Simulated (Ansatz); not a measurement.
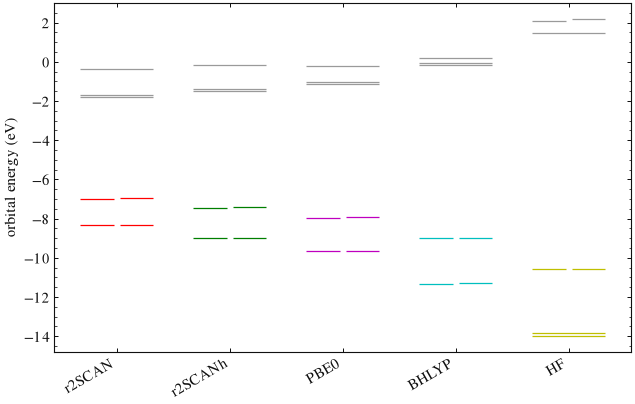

Frontier orbital energies of C₂H₃FO₂Zr, SMILES C#[C][Zr]([OH])([OH])[F], singlet at one geometry, def2-TZVPP, the Ansatz code 0.2.0, at a PBE0-D4/def2-TZVP geometry (a minimum by its frequencies). Empty levels are grey, levels within 0.1 eV stand side by side; all columns show the same few orbitals around the gap.

Q: How do the frontier levels move from column to column?

A: The separation grows from 5.17 eV (r2SCAN) to 12.03 eV (HF).

```tsv
level	HOMO (eV)	LUMO (eV)	separation (eV)
r2SCAN	−6.95	−1.78	5.17
r2SCANh	−7.41	−1.48	5.93
PBE0	−7.92	−1.12	6.81
BHLYP	−8.97	−0.17	8.80
HF	−10.58	1.46	12.03
```

Caveats, for all or some of the runs: core potentials past krypton; empty levels above zero depend strongly on the basis.
